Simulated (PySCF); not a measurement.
| atom | x (Å) | y (Å) | z (Å) |
| --- | --- | --- | --- |
| C | -4.0488 | 1.4457 | -0.7004 |
| C | -3.2602 | 0.6754 | -0.2201 |
| Si | -2.0277 | -0.5086 | 0.4966 |
| C | -0.2993 | 0.1201 | -0.0030 |
| Si | 1.1257 | -0.9564 | 0.6095 |
| F | 1.0139 | -2.4379 | -0.0296 |
| N | 2.6462 | -0.4407 | -0.0224 |
| C | 3.2560 | 0.7802 | 0.1216 |
| H | -4.7407 | 2.1205 | -1.1175 |
| H | -2.1692 | -0.4977 | 1.9593 |
| H | -2.2912 | -1.8414 | -0.0531 |
| H | -0.1724 | 1.1352 | 0.3731 |
| H | -0.2535 | 0.1956 | -1.0911 |
| H | 1.1119 | -1.1844 | 2.0512 |
| H | 3.2495 | -1.1485 | -0.4150 |
| H | 2.6715 | 1.5890 | 0.5068 |
| H | 4.1812 | 0.9659 | -0.3834 |

Geometry: GFN2-xTB.

These are results of PySCF, UKS B3LYP, pcH-1 on C F H N Si, non-relativistic, mean-field spin-orbit, GIAO, not measurements.

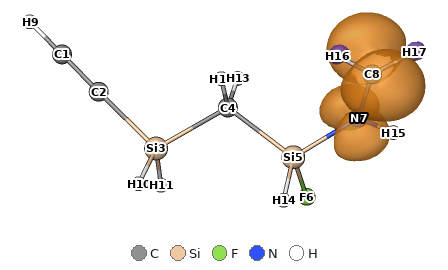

C4H9FNSi2 (doublet). Isosurfaces of the spin density (α minus β) at +0.03 (orange) and −0.03 e/Å³ (purple), seen at a tilt.

**Which atoms carry the spin?**

The unpaired spin (1 electron) lies mostly on C8 (about 0.6) and N7 (about 0.2), in electrons by Hirshfeld's partition.
